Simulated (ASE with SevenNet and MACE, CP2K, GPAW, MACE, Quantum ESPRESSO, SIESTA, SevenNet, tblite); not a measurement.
# Machine-learned potentials on amorphous SnO2 (72 atoms): settings against a plane-wave reference

How do the settings of machine-learned potentials change the result for amorphous SnO2 (72 atoms)? A plane-wave run serves as the yardstick.

Main program and level: ASE with SevenNet and MACE; the method is named at each step.

**1. The structure**

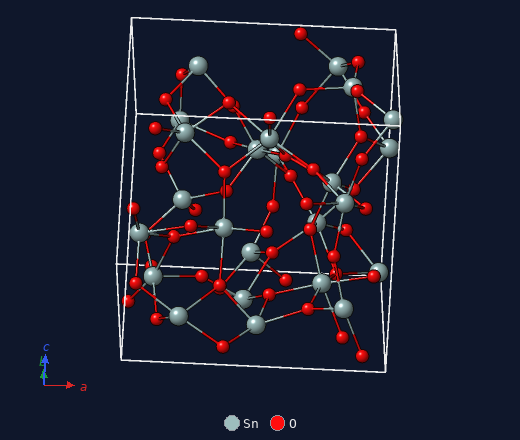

Start, viewed slightly off an axis; tin teal, oxygen red. Bonds to atoms that aren't drawn are left out. Some periodic images of atoms are drawn too.

The cell holds 72 atoms: 24 Sn and 48 O. Its edges and angles: a = 9.851 Å, b = 9.851 Å, c = 9.851 Å, α = 90.0°, β = 90.0°, γ = 90.0°. 72 atoms (24 Sn, 48 O) placed at random at 6.03 g/cm³, melted at 5000 K for 10 ps at fixed volume with the Morse and Coulomb pair potential with partial charges (Pedone, Malavasi, Menziani, Cormack and Segre, J. Phys. Chem. B 110, 11780 (2006)). Quenched from 5000 K to 300 K at 50 K/ps and fixed volume, held 10 ps at zero pressure, then minimised at fixed cell. Then every atom was moved at random, 0.02 Å r.m.s. a Cartesian component.

The yardstick, on the same geometry:

* method: Kohn-Sham DFT, PBE, SSSP efficiency 1.3.0 pseudopotentials, plane waves (Quantum ESPRESSO 7.5); sssp-pbe-1.3.0-efficiency, cutoffs 60/480 Ry, Γ point
* r.m.s. force component: 0.686 eV/Å
* longest force: 2.588 eV/Å
* pressure: 8.505 GPa
* time: 5.6 min on 2 MPI ranks of Arm Neoverse V1, shared host
* CPU time: 11 min

**2. SevenNet l3i5 potential**

Method: machine-learned interatomic potential SevenNet l3i5, trained on PBE(+U) plane-wave data.

run.py

```python
import numpy as np
from ase.io import read
import mlip  # loads the published weights by name

atoms = read("structure.xyz")
atoms.calc = mlip.calc("7net-l3i5")
energy = atoms.get_potential_energy()
forces = atoms.get_forces()
print(f"energy {energy:.6f} eV")
print("forces (eV/A)")
for i, (a, f) in enumerate(zip(atoms, forces)):
    print(f"{i:4d} {a.symbol:2s} {f[0]:10.5f} {f[1]:10.5f} {f[2]:10.5f}")
stress = -atoms.get_stress(voigt=False) * 160.21766
print("stress (GPa, compression positive)")
for row in stress:
    print(" ".join(f"{x:10.4f}" for x in row))
```

structure.xyz

```xyz
72
Lattice="9.85089 0.00000 0.00000 0.00000 9.85089 0.00000 0.00000 0.00000 9.85089" Properties=species:S:1:pos:R:3 pbc="T T T"
Sn 7.21666 6.63211 3.26636
Sn 0.47905 2.16749 4.26317
Sn 5.00258 1.75247 0.97386
Sn 7.61533 4.56953 5.68840
Sn 2.18522 6.89464 3.83860
Sn 4.85895 7.11599 5.88640
Sn 9.64816 2.01933 9.30486
Sn 2.04091 4.61869 7.39299
Sn 2.04642 0.33739 1.72952
Sn 5.72573 9.80361 4.68676
Sn 8.16599 0.27720 2.34697
Sn 9.65801 7.15854 1.19767
Sn 8.21712 5.32076 9.23915
Sn 9.76420 6.84095 6.29403
Sn 2.51710 7.92642 8.79714
Sn 3.63311 2.91537 4.33016
Sn 4.91284 8.45945 1.25412
Sn 2.02731 9.68874 5.90531
Sn 4.60854 5.34559 0.58150
Sn 1.16191 4.17353 1.77681
Sn 7.76260 9.12517 8.56978
Sn 8.00868 1.37499 6.13198
Sn 5.16315 3.79190 7.64311
Sn 7.42728 3.66502 2.00495
O 8.61736 5.33101 7.28395
O 5.66840 9.51665 2.71855
O 3.75654 0.16599 0.65962
O 3.56474 3.68207 6.26950
O 6.29748 9.06577 9.82183
O 3.56681 1.91836 2.41761
O 8.42576 7.29715 9.48493
O 6.90065 1.71701 1.71849
O 3.60503 4.68065 8.64967
O 8.79803 8.25830 7.11983
O 6.22369 5.14413 9.11818
O 3.92656 9.00421 5.39405
O 5.19053 1.89393 4.65839
O 0.87151 3.21218 8.06197
O 8.30745 3.39629 9.84212
O 8.39069 8.10324 2.45425
O 5.50054 3.78934 1.41183
O 6.53676 9.82390 6.58719
O 3.88854 7.37329 7.46875
O 0.39394 0.61509 2.85282
O 1.24801 8.38577 0.54574
O 8.51038 6.26221 4.80123
O 3.77447 6.21394 4.52589
O 5.07212 2.39849 8.99958
O 1.26712 7.98346 5.22609
O 2.34028 1.47872 4.90702
O 1.31480 2.17281 0.85929
O 6.83455 3.08490 6.76323
O 8.96500 0.33493 0.47432
O 1.32760 6.60601 7.91539
O 2.76111 8.53796 2.81302
O 7.69611 0.66168 4.27036
[... 12 atom lines left out ...]
O 6.19197 7.76762 4.64578
O 8.87624 3.09732 5.29003
O 3.79772 7.21016 0.25120
O 1.81778 3.58060 3.62897
```

The run is started by

```bash
$ OMP_NUM_THREADS=1 python run.py > output.txt
```

Output:

```text
energy -431.261841 eV
forces (eV/A)
   0 Sn   -0.93179   -0.56440    0.29750
   1 Sn   -0.25505   -0.04721   -0.41317
   2 Sn   -0.27374    1.50752    0.22965
   3 Sn   -0.38856    1.44709   -0.42304
   4 Sn    0.08978    0.76588   -0.26440
   5 Sn   -1.09277   -0.86794    0.89475
   6 Sn    1.91248    1.33203    0.95255
   7 Sn   -0.64267    0.93570   -0.14076
   8 Sn   -0.07257   -0.26501    0.67186
   9 Sn   -1.51690    0.68050    0.29314
  10 Sn    0.42261   -0.30941   -0.38190
  11 Sn    1.11486   -0.27144   -0.57276
  12 Sn    0.04528   -0.59161   -0.37942
  13 Sn    1.09859   -0.91591    0.85699
  14 Sn   -0.67944   -0.10980   -1.04394
  15 Sn   -0.35462    0.07029   -0.71719
  16 Sn    0.15264   -0.51938    1.47892
  17 Sn    0.42963   -0.28727   -0.01328
  18 Sn   -0.03938    0.13883   -0.51126
  19 Sn    0.62524    0.14936   -0.71564
  20 Sn    0.61269   -0.89934   -0.21779
  21 Sn    0.04798    0.07564    0.78268
  22 Sn    0.49609    0.87686    0.03923
  23 Sn    0.33268   -0.26727    0.06310
[...]
64 O    -0.73035   -1.27728    0.29165
  65 O    -0.39056   -0.45061   -0.19233
  66 O    -0.48023    0.24730   -0.36683
  67 O     0.44359    1.03600   -0.64623
  68 O     1.53204    0.20553   -0.72468
  69 O     0.68646   -1.06184    0.02793
  70 O    -0.03715   -0.58298    0.02709
  71 O    -0.10015    0.52510    0.48290
stress (GPa, compression positive)
    7.9202     0.3077     0.4283
    0.3077     8.4441    -0.7848
    0.4283    -0.7848     9.8287
```

The job ended after 12 s (1 thread of Arm Neoverse V1, shared host; peak memory 1.3 GiB).

Banners, paths, timers and routine set-up lines are dropped from the logs unmarked, and long logs keep their key lines alone; longer cuts are marked.

Numbers from this run, and their distance from the reference:

- r.m.s. force component: 0.6747 eV/Å
- r.m.s. difference of force components: 70.84 meV/Å
- longest difference of force vectors: 293 meV/Å
- force difference over r.m.s. force: 10.33 %
- slope of forces against the reference's: 0.9782
- correlation of force components: 0.9947
- pressure: 8.731 GPa
- pressure difference: 0.2257 GPa

Length of the force difference by element (eV/Å):

| element | atoms | mean | most |
| --- | --- | --- | --- |
| O | 48 | 0.095 | 0.20 |
| Sn | 24 | 0.14 | 0.29 |

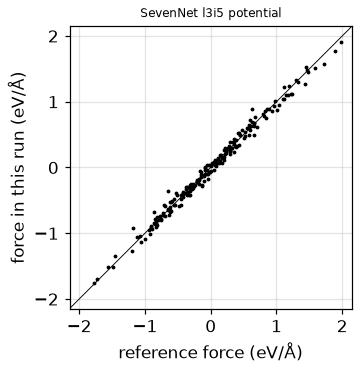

Force components against those of the reference; the line marks equality.

Local excerpt of 9 atoms (numbers count through the whole input) about Sn7, which bears the longest force; x, y, z are measured from there.

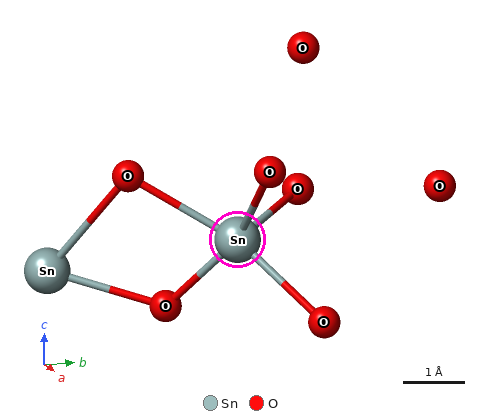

The atoms of the table, within 3.4 Å (arrows a, b, c point along x, y, z); some may hide others; the central atom is ringed.

| atom | x | y | z | distance (Å) | Fx | Fy | Fz (eV/Å) |
| --- | --- | --- | --- | --- | --- | --- | --- |
| Sn7 | 0.00 | 0.00 | 0.00 | 0.00 | 1.91 | 1.33 | 0.95 |
| O57 | -1.11 | -0.93 | -1.27 | 1.93 | -0.80 | -0.41 | -0.80 |
| O39 | -1.34 | 1.38 | 0.54 | 2.00 | -0.69 | -0.20 | 0.36 |
| O38 | 1.07 | 1.19 | -1.24 | 2.03 | -0.48 | -0.79 | -0.04 |
| O51 | 1.52 | 0.15 | 1.41 | 2.07 | 0.32 | -0.05 | -0.76 |
| O53 | -0.68 | -1.68 | 1.02 | 2.08 | -0.41 | -0.88 | -0.27 |
| O59 | -0.32 | 1.20 | 3.10 | 3.34 | 0.39 | -0.42 | 0.81 |
| Sn21 | -1.89 | -2.75 | -0.74 | 3.41 | 0.61 | -0.90 | -0.22 |
| O62 | 0.54 | 3.30 | 0.84 | 3.45 | 0.04 | 0.31 | -0.61 |

Atoms are counted from 1 here, from 0 in the log.

Forces lie 10 % from the reference's, at 0.017 times its CPU time (on 1 against 2 cores).

**3. SevenNet 0 potential**

Method: machine-learned interatomic potential SevenNet 0, trained on PBE(+U) plane-wave data.

Edit run.py of step 2 so:

```diff
@@ -5,3 +5,3 @@
 atoms = read("structure.xyz")
-atoms.calc = mlip.calc("7net-l3i5")
+atoms.calc = mlip.calc("7net-0")
 energy = atoms.get_potential_energy()
```

structure.xyz is that of step 2.

Output:

```text
energy -431.464935 eV
forces (eV/A)
   0 Sn   -0.80906   -0.61519    0.19484
   1 Sn   -0.14143   -0.05188   -0.32858
   2 Sn   -0.36054    1.31694    0.37503
   3 Sn   -0.30519    1.27398   -0.41712
   4 Sn   -0.10152    0.60514   -0.26507
   5 Sn   -0.90438   -0.63890    0.85110
   6 Sn    1.82696    1.18446    0.81669
   7 Sn   -0.49613    0.96504   -0.18458
   8 Sn   -0.07230   -0.17308    0.61407
   9 Sn   -1.26815    0.57427    0.45680
  10 Sn    0.41851   -0.19515   -0.28815
  11 Sn    1.00334   -0.37157   -0.49281
  12 Sn    0.10951   -0.63703   -0.32881
  13 Sn    1.16178   -0.97663    0.78683
  14 Sn   -0.64860   -0.06287   -1.00919
  15 Sn   -0.56665    0.48308   -0.79598
  16 Sn    0.02083   -0.46590    1.31356
  17 Sn    0.26481    0.06656   -0.20488
  18 Sn   -0.04340    0.03840   -0.59834
  19 Sn    0.50710    0.02894   -0.66273
  20 Sn    0.64131   -0.80170   -0.35316
  21 Sn    0.04233   -0.03549    0.78315
  22 Sn    0.41550    1.04306   -0.15918
  23 Sn    0.49677   -0.20525    0.05005
[...]
64 O    -0.75379   -1.19768    0.28562
  65 O    -0.45370   -0.47453   -0.19387
  66 O    -0.40163    0.16472   -0.26719
  67 O     0.41778    1.03696   -0.59403
  68 O     1.41481    0.29968   -0.67602
  69 O     0.52169   -0.81372    0.07189
  70 O    -0.11532   -0.46930    0.00883
  71 O    -0.03642    0.43988    0.44250
stress (GPa, compression positive)
    8.3793     0.1552     0.2998
    0.1552     8.5868    -0.7440
    0.2998    -0.7440    10.0683
```

Elapsed: 8.2 s, on 1 thread; peak memory 0.87 GiB.

Against the reference:

```yaml
r_m_s_force_component: 0.6496 eV/Å
r_m_s_difference_of_force_components: 101 meV/Å
longest_difference_of_force_vectors: 462.5 meV/Å
force_difference_over_r_m_s_force: 14.72 %
slope_of_forces_against_the_reference_s: 0.9375
correlation_of_force_components: 0.99
pressure: 9.011 GPa
pressure_difference: 0.5062 GPa
```

Against the first run (10 %), the force difference from the reference is 15 %, at 0.74 times the CPU time.

**4. MACE MP-0b2 small potential**

Method: machine-learned interatomic potential MACE MP-0b2 small, trained on PBE(+U) plane-wave data.

Edit run.py of step 3 so:

```diff
@@ -5,3 +5,3 @@
 atoms = read("structure.xyz")
-atoms.calc = mlip.calc("7net-0")
+atoms.calc = mlip.calc("mace-mp-0b2-small")
 energy = atoms.get_potential_energy()
```

structure.xyz is that of step 3.

Output:

```text
energy -431.556728 eV
forces (eV/A)
   0 Sn   -0.83907   -0.42034    0.33140
   1 Sn   -0.10781    0.00450   -0.51299
   2 Sn   -0.31926    1.24494    0.35380
   3 Sn   -0.31225    1.31078   -0.34294
   4 Sn   -0.06374    0.48128   -0.11598
   5 Sn   -0.61593   -0.57808    0.25719
   6 Sn    1.72830    0.88879    1.02393
   7 Sn   -0.43424    0.90419   -0.12552
   8 Sn   -0.08283   -0.01158    0.43758
   9 Sn   -1.07919    0.51223    0.43927
  10 Sn    0.26181   -0.15457   -0.33613
  11 Sn    0.98893   -0.27768   -0.44817
  12 Sn    0.13862   -0.45913   -0.28646
  13 Sn    0.96438   -0.85528    0.69557
  14 Sn   -0.73380   -0.01962   -0.79080
  15 Sn   -0.36595    0.55217   -0.68875
  16 Sn    0.14714   -0.47195    1.28111
  17 Sn    0.35425   -0.19673   -0.06588
  18 Sn   -0.05610    0.20231   -0.40791
  19 Sn    0.56628    0.08706   -0.57433
  20 Sn    0.50492   -0.70586   -0.31707
  21 Sn   -0.21397    0.06509    0.71447
  22 Sn    0.35534    0.71057   -0.22276
  23 Sn    0.36185   -0.32817    0.17729
[...]
64 O    -0.74722   -1.04468    0.25916
  65 O    -0.37790   -0.32890   -0.13923
  66 O    -0.42025    0.23187   -0.28233
  67 O     0.37820    0.89789   -0.59832
  68 O     1.34821    0.16407   -0.62282
  69 O     0.69212   -0.93032    0.09956
  70 O     0.02224   -0.52676    0.08820
  71 O    -0.14856    0.37218    0.47039
stress (GPa, compression positive)
    7.2667     0.1542     0.1967
    0.1542     7.5441    -0.5548
    0.1967    -0.5548     8.9691
```

Wall time 7.1 s (1 thread); peak memory 0.66 GiB.

Against the reference:

```
r.m.s. force component                  : 0.583 eV/Å
r.m.s. difference of force components   : 148 meV/Å
longest difference of force vectors     : 590.8 meV/Å
force difference over r.m.s. force      : 21.57 %
slope of forces against the reference's : 0.8379
correlation of force components         : 0.9859
pressure                                : 7.927 GPa
pressure difference                     : -0.5787 GPa
```

Against the first run (10 %), the force difference from the reference is 22 %, at 0.62 times the CPU time.

**5. The ladder**

Differences are against the plane-wave reference, forces as r.m.s. over components; share is that over the reference's r.m.s. force, slope the least-squares factor from reference forces to these. Total energies of different programs have different zeros and aren't compared.

| run | Δ force, r.m.s. (meV/Å) | share (%) | slope | Δ pressure (GPa) | cores | CPU time | memory (GiB) |
| --- | --- | --- | --- | --- | --- | --- | --- |
| reference | - | - | - | - | 2 | 11 min | 3.0 |
| SevenNet l3i5 potential | 70.8 | 10.3 | 0.978 | 0.226 | 1 | 11 s | 1.3 |
| SevenNet 0 potential | 101 | 14.7 | 0.938 | 0.506 | 1 | 8.2 s | 0.87 |
| MACE MP-0b2 small potential | 148 | 21.6 | 0.838 | -0.579 | 1 | 7 s | 0.66 |

Times of the machine-learned potentials are mostly Python's start and the loading of weights.

CPU time is summed over cores on a shared host, where runs went side by side, so it is rough. Symmetry, cutoffs, thresholds, outputs and thread counts weren't matched or tuned between programs; memory under MPI is the largest rank's times the ranks.

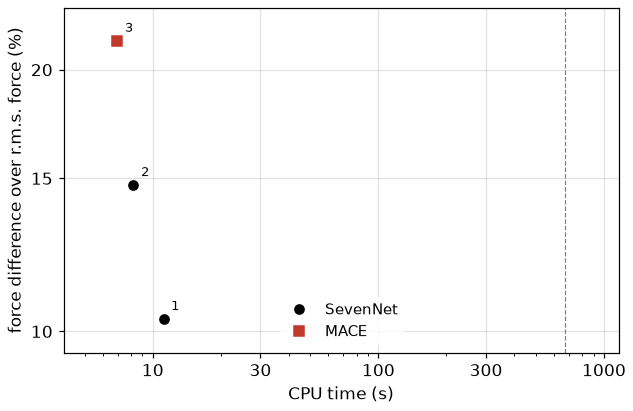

Force difference against CPU time; the dashed line marks the reference's time. Points: 1 SevenNet l3i5 potential; 2 SevenNet 0 potential; 3 MACE MP-0b2 small potential.

**6. What came out**

```
nearest in forces : SevenNet l3i5 potential, 10 %
its CPU time      : 11 s
```

What this shows: Machine-learned potentials differ by 10 % (SevenNet l3i5 potential) to 22 % (MACE MP-0b2 small potential); they were trained on other programs' data. Among those trained on PBE data the slope goes as low as 0.84, which softening far from their training structures can give, though the reference's k-sampling is untested too. The reference's pressure holds the uncorrected Pulay stress of its 60 Ry basis, so small pressure differences, and their order, may be the reference's own error. Machine-learned potentials mimic data converged in k, so the reference's own k-point error enters their differences. The quench rate of 50 K/ps is many orders above laboratory rates, so the cell is likely richer in defects and strain than a real sample. The network of bonds at the start is that of the classical potential that made the cell, and needn't be the one that DFT or experiment would give. The electronic-structure runs sample only Γ, in a cell whose shortest periodic width is 10 Å.

[Also dropped from logs without a mark: logging warnings of Python, and SIESTA's first energy breakdown and zero terms.]

[Logs are printed without paths, hosts, clocks, repeated set-up lines and the standing remarks that a program may print on its own settings, such as how far it seeks lower states.]

[Hosts, paths, dates, database ids (printed as entryN), source tags and the programs' standing remarks are cut or masked in the printed files.]
